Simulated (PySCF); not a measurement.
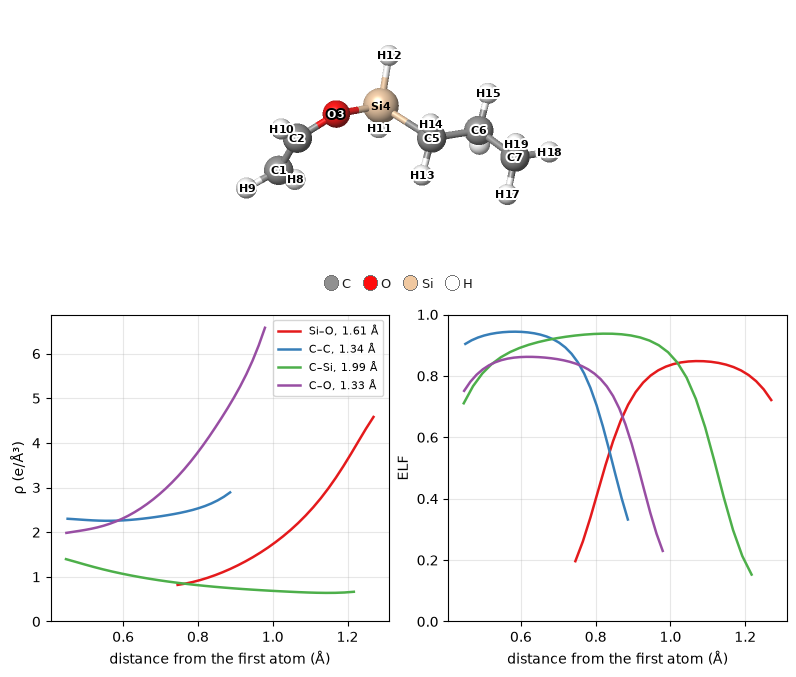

C5H12OSi (SMILES [CH2+][CH]O[SiH2]CCC) (charge +1, doublet). Electron density and electron localisation function along straight lines between neighbouring atoms. The curves leave out the atomic cores. The structure is drawn too.

Geometry: GFN2-xTB.

The calculation used UKS B3LYP, pcH-1 on C H O Si, non-relativistic, mean-field spin-orbit, GIAO in PySCF 2.14.0, density-fitted response routines.

| atom | x (Å) | y (Å) | z (Å) |
| --- | --- | --- | --- |
| C | -3.5944 | -0.3478 | -0.7308 |
| C | -2.9108 | -1.1147 | 0.1255 |
| O | -1.8708 | -0.7120 | 0.8460 |
| Si | -0.8195 | 0.4644 | 1.1770 |
| C | 0.7953 | -0.1582 | 0.2009 |
| C | 1.9795 | 0.7209 | 0.4870 |
| C | 3.1577 | 0.1483 | -0.3203 |
| H | -3.3283 | 0.6808 | -0.9077 |
| H | -4.4391 | -0.7432 | -1.2645 |
| H | -3.1703 | -2.1525 | 0.3065 |
| H | -1.1373 | 1.7891 | 0.6561 |
| H | -0.5617 | 0.2410 | 2.5909 |
| H | 0.5279 | -0.1486 | -0.8560 |
| H | 0.9634 | -1.1855 | 0.5216 |
| H | 2.2354 | 0.7137 | 1.5456 |
| H | 1.8002 | 1.7494 | 0.1758 |
| H | 2.9502 | 0.1632 | -1.3868 |
| H | 4.0299 | 0.7711 | -0.1267 |
| H | 3.3830 | -0.8704 | -0.0171 |

What kind of bonding do the profiles show?

Answer. Si–O (1.61 Å): the density is about 0.93 e/Å³ at the midpoint; the ELF peaks at about 0.85 between the atoms, as expected for a polar covalent bond.
C–C (1.34 Å): the density is about 2.3 e/Å³ at the midpoint; the ELF peaks at about 0.95 between the atoms (a short, multiple covalent bond).
C–Si (1.99 Å): the density is about 0.69 e/Å³ at the midpoint; the ELF peaks at about 0.95 between the atoms (a shared electron pair).
C–O (1.33 Å): ρ at the midpoint is about 2.6 e/Å³; the ELF peaks at about 0.85 between the atoms, as expected for a shared but strongly polarised pair.
